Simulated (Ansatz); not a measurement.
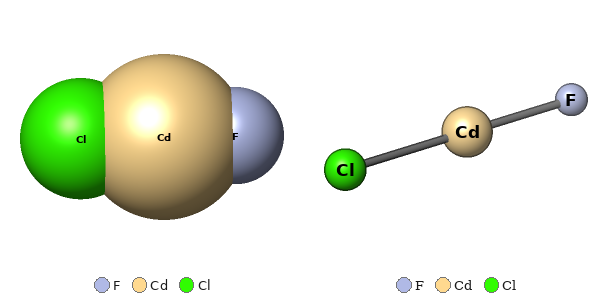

Two views of one molecule.

> Which formula does it have?

CdClF, 3 atoms: 1 cadmium, 1 chlorine and 1 fluorine.

> What is the point group of this geometry?

C∞v.

> Give a SMILES string for it.

[F][Cd][Cl]

> Count the bonded pairs by element.

1 Cd–F, 1 Cd–Cl.

More results for the same structure follow; atom numbers are the same in all pictures, views and colours differ. The computed structure is the end point of a PBE0-D4/def2-TZVP optimisation.

Geometry

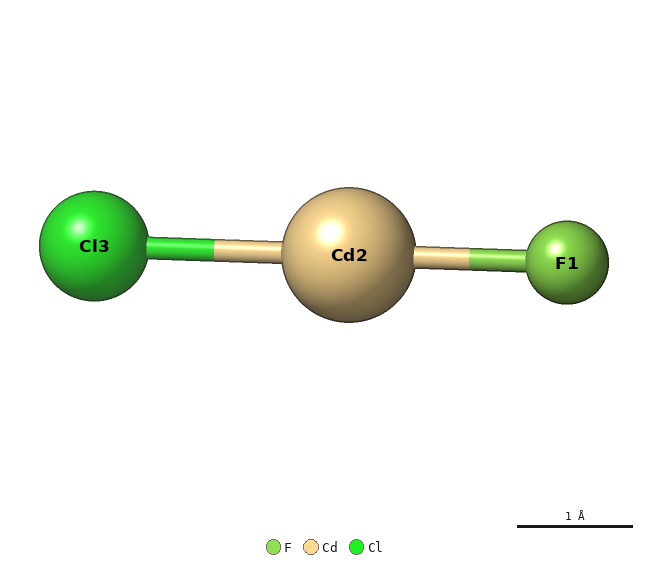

Atoms carry their numbers in the input.

Give the bond lengths.

| bond | length (Å) |
| --- | --- |
| F1–Cd2 | 1.929 |
| Cd2–Cl3 | 2.252 |

Dipole moment

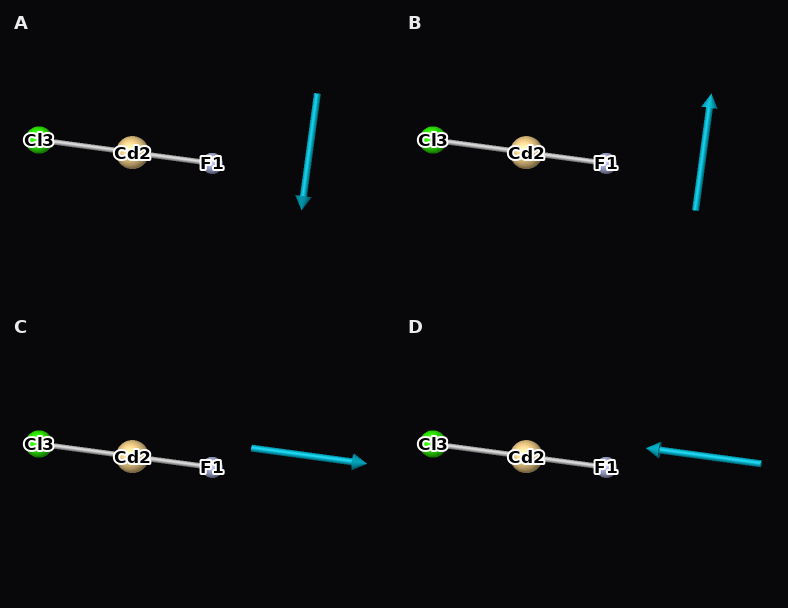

The same molecule four times, each with an arrow. Level of theory: RKS B3LYP-D4/def2-TZVPP, core potentials on Cd (Ansatz 0.2.0).

> Which arrow points along the dipole moment, from the negative to the positive end?

D. The dipole moment is 0.62 D; it points from the side of F1 to the side of Cl3 (the outermost atoms at the two ends).

Vibrations

Harmonic vibrations computed with RKS PBE0-D4/def2-TZVP, core potentials on Cd (Ansatz 0.2.0) at a stationary point of the same level.

> How many vibrational modes are there, and where do they lie?

4 modes: 113, 113, 371, 599 cm⁻¹.

Charges

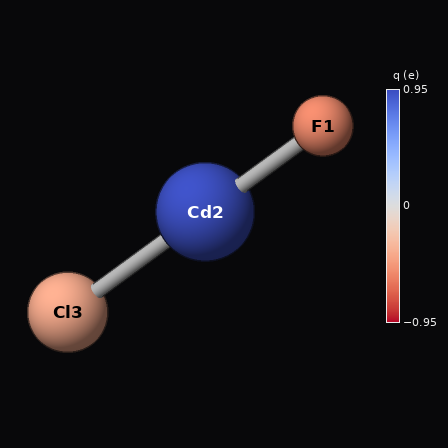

Atoms are coloured by their Mulliken charges. Properties computed with RKS B3LYP-D4/def2-TZVPP, core potentials on Cd (Ansatz 0.2.0).

List the Mulliken charges.

| atom | value (e) |
| --- | --- |
| F1 | −0.54 |
| Cd2 | 0.92 |
| Cl3 | −0.38 |

Mulliken values depend strongly on the basis set and can even reverse the polarity of a bond.
